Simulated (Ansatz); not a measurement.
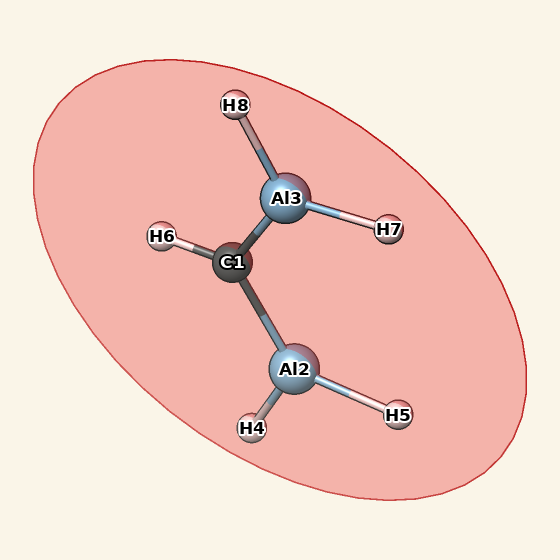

A disc through the centre of mass is drawn in. Distant atoms are faded towards the background colour. The species has charge −1 and is a spin singlet. The geometry was computed by an optimisation with PBE-D4/def2-SVPD. No frequency run is at hand to confirm it as a minimum.

Is the plane of the disc a mirror plane of the structure?

Yes. The reflection leaves C1, Al2, Al3, H4, H5, H6, H7, H8 in place. The point group is C2v.
